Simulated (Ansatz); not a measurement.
Consider BrH2NSi (SMILES N[Si]Br).

Input file:

```
crystal:
  periodic: [false, false, false]
  atoms:
    - {symbol: Br, position_ang: [0.255318, 1.037766, -1.667149]}
    - {symbol: N, position_ang: [-0.416040, 0.047993, 1.155555]}
    - {symbol: Si, position_ang: [-0.726135, 1.538934, 0.374205]}
    - {symbol: H, position_ang: [-0.714663, -0.110662, 2.109567]}
    - {symbol: H, position_ang: [0.061080, -0.751921, 0.758852]}
basis:
  gaussian:
    orbitals: def2-TZVPD
hamiltonian:
  xc: {name: PBE0}
output: {forces: true, orbitals: {seedname: orbitals}}
```

Launched as:

```sh
ansatz run input.yaml --threads 2 --pin off --max-ram 4350MiB --events-out events.jsonl --progress --plain --runs-dir runs
```

Geometry: B3LYP-D3(BJ)/6-311G**.

Computed with isolated molecule in a Gaussian basis; Kohn-Sham density functional theory, functional PBE0 in Ansatz 0.2.0.

### What can the converged electron density and electron localisation function tell about the bonding?

Si–N (1.71 Å): ρ is about 1.1 e/Å³ halfway; the ELF peaks at about 0.90 between the atoms: a shared but strongly polarised pair.
Si–Br (2.32 Å): ρ is about 0.65 e/Å³ halfway, with its minimum of 0.52 e/Å³ about 0.8 Å from Si; the ELF peaks at about 0.80 between the atoms: a polar covalent bond.
N–H (1.01 Å): ρ at the midpoint is about 2.9 e/Å³; the ELF climbs to about 1 towards the hydrogen, as it does in any bond to H: an ordinary covalent bond to hydrogen.

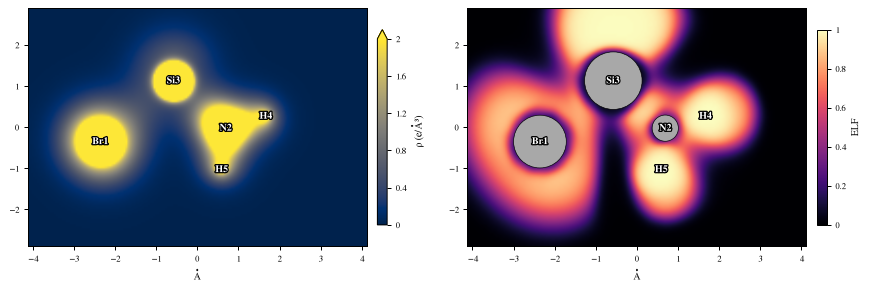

Computed electron density and electron localisation function on the molecular plane, in this order. Grey discs cover the atomic cores in the ELF map. 
